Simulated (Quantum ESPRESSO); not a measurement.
The B K edge of atom 5 in Sc3SnB (Pm-3m), with 6 Sc at 2.29 Å (octahedral, site symmetry m-3m), was computed in 2 ways: excited-electron core hole (neutral cell) and no core hole. Program and functional: Quantum ESPRESSO XSpectra, LDA, Lorentzian half width 0.3 eV up to 4 eV, rising linearly to 2.5 eV at 25 eV; cells of 5 and 10 atoms (the run without a hole in the smaller).

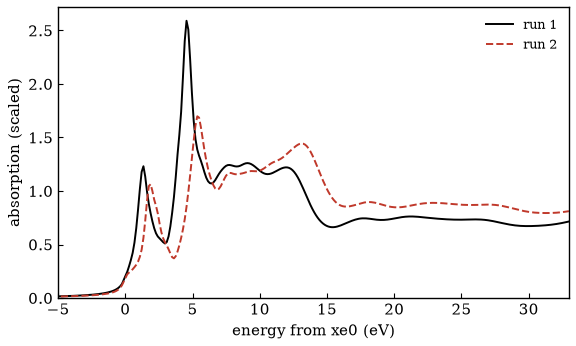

Each run is counted from its own lowest empty level or Fermi level and scaled to a mean of 1 over its first 20 eV.

**Question.** Which run is which?

Run 1: excited-electron core hole (neutral cell) (area from −2 to 6 eV 6.6, main maxima 1.3 eV (1.23), 4.6 eV (2.59), 9.1 eV (1.26) and 12.0 eV (1.22)). Run 2: no core hole (area from −2 to 6 eV 4.7, main maxima 1.9 eV (1.06), 5.4 eV (1.70), 13.1 eV (1.44) and 18.2 eV (0.90)). With each curve scaled to its own mean, the area from −2 to 6 eV with the hole is 6.6 against 4.7, and the centre of weight from −1 to 20 eV moves by -1.1 eV: the hole pulls the absorber's empty states down.

[Hosts, paths, dates, database ids (printed as entryN), source tags and the programs' standing remarks are cut or masked in the printed files.]

[Lists of maxima count a maximum above −3 eV only where it reaches 4 % of the highest in the window and stands out from its surroundings by 2 % of it (1.5 % where it reaches 55 %); shoulders and weaker maxima are passed over, and of the rest the first, up to two pre-edge ones and the few strongest are named.]
